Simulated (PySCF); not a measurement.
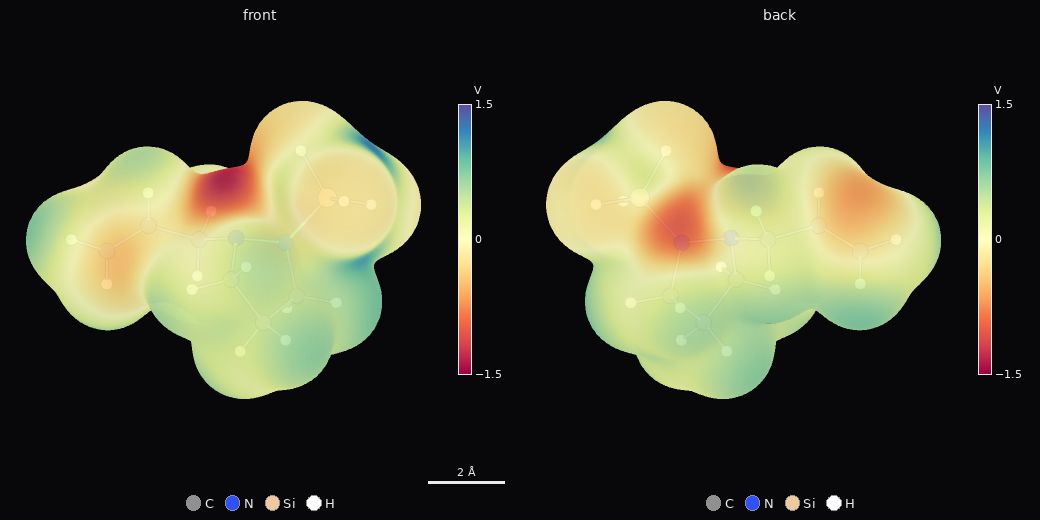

The picture shows: C6H14N2Si. The electrostatic potential painted on the density surface at 0.002 e/bohr³, seen from the front and from behind; red is negative and blue positive.

Geometry: GFN2-xTB.

Method: PBE0/pcSseg-1, SCF density, gas phase, non-relativistic (PySCF).

The calculation's input:

```
{"job": {"kind": "nmr", "xc": "PBE0", "basis": "pcSseg-1"}, "charge": 0, "multiplicity": 1}
C      3.493793     0.094574    -0.046289
C      2.380800     0.697759     0.326974
C      1.147409    -0.013290     0.783317
N     -0.023774     0.542366     0.105386
C     -0.105308     0.170863    -1.299580
C     -0.881742    -1.163895    -1.345205
C     -1.530861    -1.231201     0.050089
N     -1.224362     0.047235     0.673263
Si    -2.380939     1.244513     1.113961
H      3.586329    -0.980127    -0.042198
H      4.364857     0.644135    -0.359901
H      2.298592     1.775770     0.313009
H      1.255906    -1.097960     0.635007
H      0.994265     0.174801     1.851140
H      0.890926     0.104204    -1.735630
H     -0.667528     0.954366    -1.815105
H     -1.627631    -1.158183    -2.137428
H     -0.210389    -2.005582    -1.510641
H     -1.096494    -2.044622     0.645142
H     -2.608199    -1.380375     0.006577
H     -1.607939     2.214922     1.879433
H     -3.081264     1.919286     0.008449
H     -3.371200     0.517425     1.910309
```

Command:

```sh
OMP_NUM_THREADS=1 python probes_run.py task.json out
```

> Where is the surface potential most negative and most positive?

The most negative region (about −1.3 V, or −30 kcal/mol for a unit charge) lies over N4, the most positive (about +1.1 V, or +25 kcal/mol for a unit charge) over Si9. N4 is the likeliest acceptor of a hydrogen bond.

> How polar is the molecule by this calculation?

Its dipole moment is 1.60 D.
